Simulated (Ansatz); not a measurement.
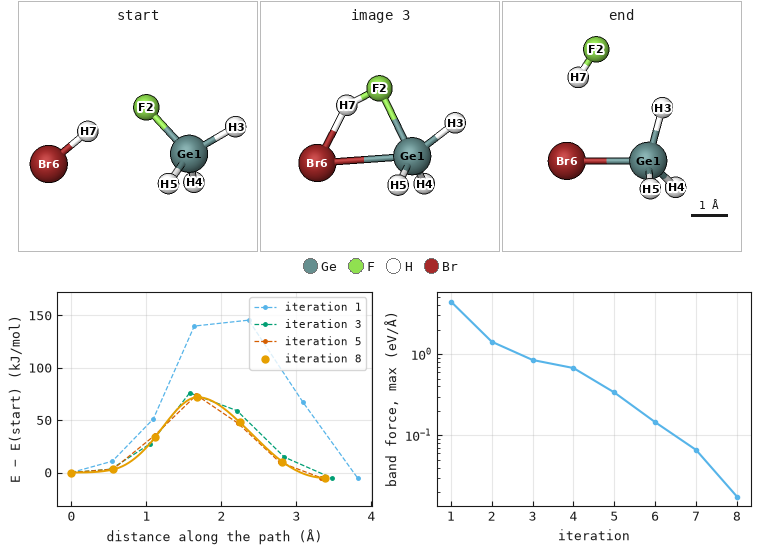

NEB run on GeH4BrF. Images are numbered from 0 (start) to 6 (end). The plot follows the band through its iterations. A ball-and-stick model, seen at a tilt.

All numbers below come from RKS PBE/def2-SVP (Ansatz). Set-up: 5 movable images; climbing image; force threshold 0.03 eV/Å; iteration limit 60; starting path through a guess of the saddle point.

### How did the profile develop, and is the result final?

The result is final at these settings. The band converged in 8 iterations. The largest component of the band force went from 4.4 to 0.018 eV/Å. The climbing image converged on the top of the path. Its vibrational analysis gives one imaginary mode (224i cm⁻¹), as a transition state must have. The first iteration put the highest image at 145.5 kJ/mol. The energy climbs by 72.0 kJ/mol to image 3 and then falls by 77.1 kJ/mol, so the end point sits at −5.2 kJ/mol.
